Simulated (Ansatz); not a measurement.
# r2SCAN-rVV10/ANO-RCC-MB (sfX2C, density fitting with def2-universal-jkfit) run of CH7BO2Si (SMILES BOCO[SiH3])

What is the vertical singlet–triplet gap of CH7BO2Si at r2SCAN-rVV10/ANO-RCC-MB (sfX2C, density fitting with def2-universal-jkfit)? 

The results are computed with Ansatz 0.2.0.

4 further runs of the same task are left out: 2 for a known fault of the program, 2 set aside as unsound or not needed.

### 1 The system as given

CH7BO2Si: 12 atoms, total charge 0, spin state singlet. As SMILES, `BOCO[SiH3]`. The shape is that of a PBE0-D4/def2-TZVP optimisation. This is one conformer, not always the lowest.

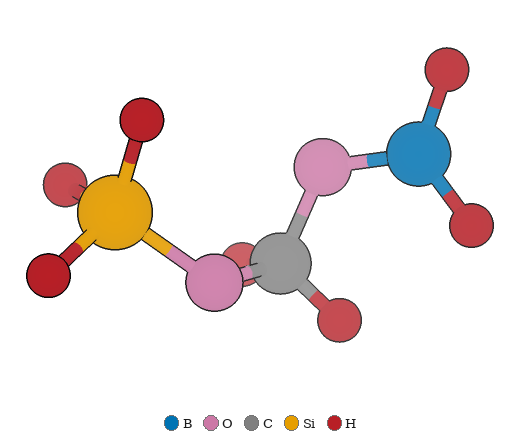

Viewed from a chosen angle; boron blue, oxygen pink, carbon grey, silicon amber, hydrogen red.

### 2 Energy and forces at r2SCAN-rVV10/ANO-RCC-MB (sfX2C, density fitting with def2-universal-jkfit)

run.yaml

```yaml
crystal:
  periodic: [false, false, false]
  atoms:
    - symbol: B
      position_ang: [-0.993800, 1.105800, 1.714600]
    - symbol: O
      position_ang: [-0.900300, 0.494100, 0.520100]
    - symbol: C
      position_ang: [0.062800, 0.880200, -0.438100]
    - symbol: O
      position_ang: [1.057000, -0.073900, -0.536100]
    - symbol: Si
      position_ang: [0.769800, -1.656100, -0.936800]
    - symbol: H
      position_ang: [-0.274600, 2.033900, 1.969300]
    - symbol: H
      position_ang: [-1.816500, 0.687900, 2.473800]
    - symbol: H
      position_ang: [-0.470100, 0.992000, -1.389600]
    - symbol: H
      position_ang: [0.525500, 1.826600, -0.143300]
    - symbol: H
      position_ang: [-0.224800, -1.713800, -2.042400]
    - symbol: H
      position_ang: [0.265300, -2.436800, 0.219100]
    - symbol: H
      position_ang: [2.076700, -2.195300, -1.376500]
basis:
  gaussian: {orbitals: ANO-RCC-MB.json, fitting: {mean_field: def2-universal-jkfit}}
hamiltonian: {xc: r2scan, dispersion: rvv10}
output: {forces: true}
```

The basis set ANO-RCC-MB is read from a file made from the Basis Set Exchange's data (not shown).

The run is started by

```console
$ ansatz run run.yaml --threads 1 --pin off --max-ram 2610MiB --events-out events.jsonl --progress --plain --runs-dir runs
```

The program printed:

```text
Warning: RAYON_NUM_THREADS=1 ignored (pool sized by the plan → 1); use --threads N
Functional definition: r2SCAN+rVV10
  name "r2SCAN+rVV10"
  parameter k0 = 0.174
  parameter k1 = 0.065
  parameter a1 = 4.9479
  exchange = r2scan_x(k0 = k0, k1 = k1, a1 = a1)
  correlation = r2scan_c + rvv10(11.95, 0.0093)
558 factors; integrals over basis functions are off by at most 1.2e-3 eV
mean field evaluation 1: about -13803.3415 eV, gradient 3.4e1 eV
mean field evaluation 2: about -13796.7962 eV, gradient 6.1e1 eV
mean field evaluation 4: about -13806.8269 eV, gradient 2.3e0 eV
mean field evaluation 8: about -13806.8492 eV, gradient 1.1e-2 eV
mean field -13806.84915939 eV, -507.3923479892 hartree, gradient 2.3e-6 eV, S^2 0.000000; 0 other end points of the search recorded, 0 dependent functions left out
the calculation of the forces begins
reference -13806.84918671 eV, -507.3923489933 hartree; 24, 24 occupied and 12, 12 virtual orbitals, 558 factors
Total energy: -13806.84918671 eV, -507.3923489933 hartree
Relativity: scalar
Atom 0 at    -0.993800     1.105800     1.714600 Å, force    -0.169689     0.941929     1.914393 eV/Å
Atom 1 at    -0.900300     0.494100     0.520100 Å, force    -2.571875    -2.734259    -0.501680 eV/Å
Atom 2 at     0.062800     0.880200    -0.438100 Å, force     0.606165     0.930632    -1.235228 eV/Å
Atom 3 at     1.057000    -0.073900    -0.536100 Å, force     3.407448     0.548604     0.615221 eV/Å
Atom 4 at     0.769800    -1.656100    -0.936800 Å, force    -0.399155    -1.605200    -0.381528 eV/Å
Atom 5 at    -0.274600     2.033900     1.969300 Å, force     1.076653     1.390384     0.349269 eV/Å
Atom 6 at    -1.816500     0.687900     2.473800 Å, force    -1.333969    -0.675661     1.292316 eV/Å
Atom 7 at    -0.470100     0.992000    -1.389600 Å, force    -1.478101     0.425776    -2.375955 eV/Å
Atom 8 at     0.525500     1.826600    -0.143300 Å, force     1.069216     2.451450     0.746680 eV/Å
Atom 9 at    -0.224800    -1.713800    -2.042400 Å, force    -1.086118    -0.111017    -1.192445 eV/Å
Atom 10 at     0.265300    -2.436800     0.219100 Å, force    -0.582945    -0.923714     1.273782 eV/Å
Atom 11 at     2.076700    -2.195300    -1.376500 Å, force     1.462369    -0.638924    -0.504825 eV/Å
Dipole moment:     0.039494     0.027390    -0.314121 e Å
```

It took 10 s on 1 thread of Intel Xeon Platinum 8259CL at 2.50GHz (Skylake/Cascade Lake), shared host; peak memory 0.15 GiB.

### 3 The triplet

run.yaml, as its differences from that of step 2:

```diff
@@ -29,3 +29,4 @@
   gaussian: {orbitals: ANO-RCC-MB.json, fitting: {mean_field: def2-universal-jkfit}}
+output: {forces: true}
 hamiltonian: {xc: r2scan, dispersion: rvv10}
-output: {forces: true}
+magnetization: {spin_polarized: true, initial_magnetization: 2}
```

The basis set ANO-RCC-MB is read from a file made from the Basis Set Exchange's data (not shown).

The run is started by

```console
$ ansatz run run.yaml --threads 1 --pin off --max-ram 2610MiB --events-out events.jsonl --progress --plain --runs-dir runs
```

The program printed:

```text
Warning: RAYON_NUM_THREADS=1 ignored (pool sized by the plan → 1); use --threads N
Functional definition: r2SCAN+rVV10
  name "r2SCAN+rVV10"
  parameter k0 = 0.174
  parameter k1 = 0.065
  parameter a1 = 4.9479
  exchange = r2scan_x(k0 = k0, k1 = k1, a1 = a1)
  correlation = r2scan_c + rvv10(11.95, 0.0093)
558 factors; integrals over basis functions are off by at most 1.2e-3 eV
mean field evaluation 1: about -13793.6316 eV, gradient 2.5e1 eV
mean field evaluation 2: about -13760.4412 eV, gradient 7.2e1 eV
mean field evaluation 4: about -13800.1481 eV, gradient 1.3e1 eV
mean field evaluation 8: about -13801.3158 eV, gradient 1.7e-1 eV
mean field evaluation 16: about -13801.3206 eV, gradient 7.7e-5 eV
mean field evaluation 32: about -13800.6085 eV, gradient 2.5e0 eV
mean field -13801.32063617 eV, -507.1891785080 hartree, gradient 1.9e-5 eV, S^2 2.001870; 4 other end points of the search recorded, 0 dependent functions left out
the calculation of the forces begins
reference -13801.32067209 eV, -507.1891798281 hartree; 25, 23 occupied and 11, 13 virtual orbitals, 558 factors
Total energy: -13801.32067209 eV, -507.1891798281 hartree
Relativity: scalar
Atom 0 at    -0.993800     1.105800     1.714600 Å, force    -0.910495     1.420739     4.217783 eV/Å
Atom 1 at    -0.900300     0.494100     0.520100 Å, force    -1.038946    -3.005806    -3.092205 eV/Å
Atom 2 at     0.062800     0.880200    -0.438100 Å, force    -0.364336     0.407820    -1.908029 eV/Å
Atom 3 at     1.057000    -0.073900    -0.536100 Å, force     3.718295     0.587174     0.730257 eV/Å
Atom 4 at     0.769800    -1.656100    -0.936800 Å, force    -0.372280    -1.769453    -0.566028 eV/Å
Atom 5 at    -0.274600     2.033900     1.969300 Å, force     1.144812     1.451687     0.915552 eV/Å
Atom 6 at    -1.816500     0.687900     2.473800 Å, force    -1.621536    -0.297234     1.824129 eV/Å
Atom 7 at    -0.470100     0.992000    -1.389600 Å, force    -1.338030     0.428136    -2.531375 eV/Å
Atom 8 at     0.525500     1.826600    -0.143300 Å, force     0.972701     2.378800     0.730791 eV/Å
Atom 9 at    -0.224800    -1.713800    -2.042400 Å, force    -1.089847    -0.073651    -1.193635 eV/Å
Atom 10 at     0.265300    -2.436800     0.219100 Å, force    -0.608437    -0.878681     1.383037 eV/Å
Atom 11 at     2.076700    -2.195300    -1.376500 Å, force     1.508100    -0.649532    -0.510277 eV/Å
Dipole moment:     0.198008    -0.148734    -0.572639 e Å
```

It took 20 s on 1 thread of Intel Xeon Platinum 8259CL at 2.50GHz (Skylake/Cascade Lake), shared host; peak memory 0.23 GiB.

### 4 Outcome

At r2SCAN-rVV10/ANO-RCC-MB (sfX2C, density fitting with def2-universal-jkfit):

| quantity | value |
| --- | --- |
| singlet: total energy | -507.39235 Eh |
| singlet: dipole moment | 1.53 D |
| singlet: largest force on an atom | 3.787 eV/Å |
| triplet: total energy | -507.18918 Eh |
| triplet: dipole moment | 3.00 D |
| triplet: ⟨S²⟩ | 2.002 |
| triplet: largest force on an atom | 4.543 eV/Å |
| vertical energy of the triplet above the singlet | 5.529 eV |

**Reading.** At this shape the triplet lies 5.53 eV (533 kJ/mol) above the singlet. The largest force (singlet) is 3.79 eV/Å: the shape isn't a stationary point for this species at this level. In a minimal basis such a difference can be off by several eV, whatever the method. Mulliken charges (triplet) run from -0.56 on O4 to +0.54 on Si5; they depend strongly on the basis.
